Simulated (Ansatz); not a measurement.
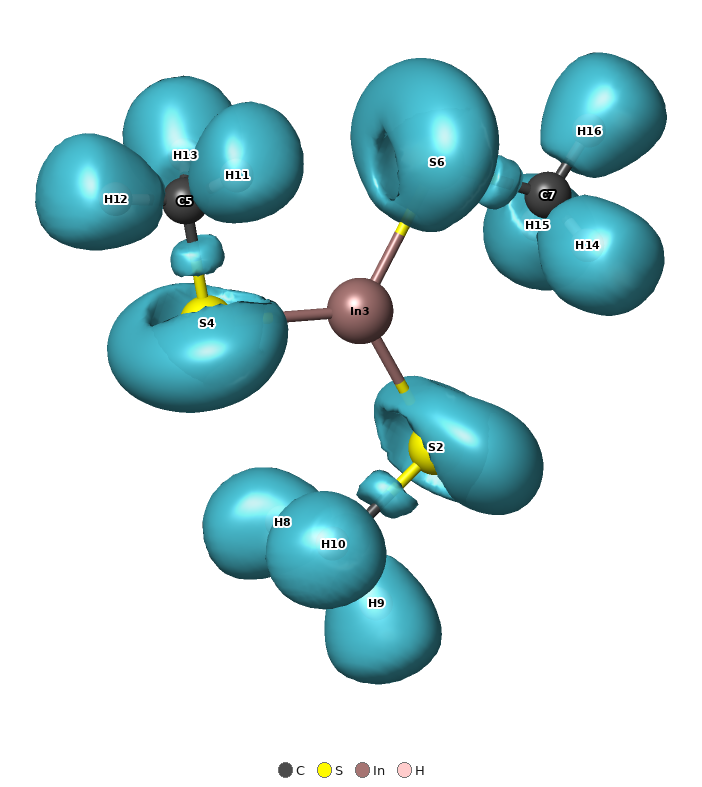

*C$_{3}$H$_{9}$InS$_{3}$. Isosurface of the ELF at 0.8 (cyan), seen at a tilt. Only the valence region is drawn (cores and ρ < 0.01 e/Å³ removed).*

Geometry: PBE0-D4/def2-TZVP; core potentials replace the inner electrons of In.

These are results of RKS PBE0-D4/def2-TZVPP (Ansatz 0.2.0), not measurements.

```xyz
16

C    -2.7642    1.6715    0.3809
S    -1.1192    2.0725   -0.2909
In    0.0004    0.0001    0.0002
S    -1.1455   -1.8424    0.9620
C     0.1624   -3.1100    0.9392
S     2.2656   -0.2296   -0.6701
C     2.6016    1.4385   -1.3202
H    -2.7094    1.3927    1.4322
H    -3.3637    2.5773    0.2897
H    -3.2446    0.8757   -0.1863
H     0.4931   -3.3254   -0.0758
H    -0.2762   -4.0133    1.3634
H     1.0150   -2.8154    1.5493
H     1.9585    1.6748   -2.1667
H     2.4883    2.1985   -0.5486
H     3.6379    1.4346   -1.6584
```

Describe the localisation domains.

The surface consists of three regions between bonded C–S atoms (shared pairs), nine regions around hydrogen nuclei and three regions wrapped around S (the valence shell of each).

Values along the shortest contacts:
C–S (1.82 Å): the ELF peaks at about 0.90 between the atoms; a shared electron pair. In–S (2.37 Å): the ELF peaks at about 0.85 in the valence shell of S, 0.9 Å from its nucleus, and drops to about 0.20 between the two atoms.
